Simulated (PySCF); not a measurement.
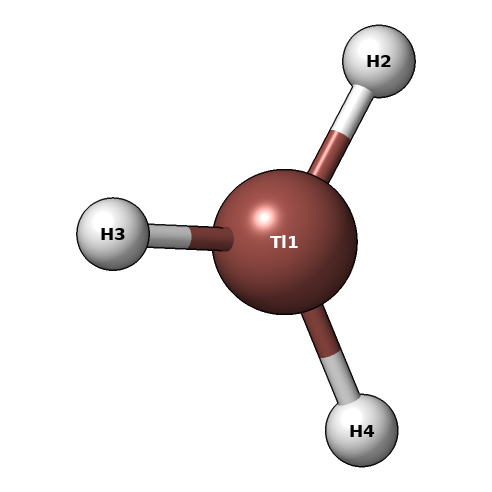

Every bond is drawn as one stick. Computed geometry: PBE0/x2c-TZVP (spin-free X2C) optimisation. Method: PBE0/x2c-TZVP (spin-free X2C) (PySCF 2.14.0).

List the Mayer bond orders of Tl1–H2 (one bond of each equivalent set).

```csv
bond,Mayer order,length (Å)
Tl1–H2,0.92,1.739
```
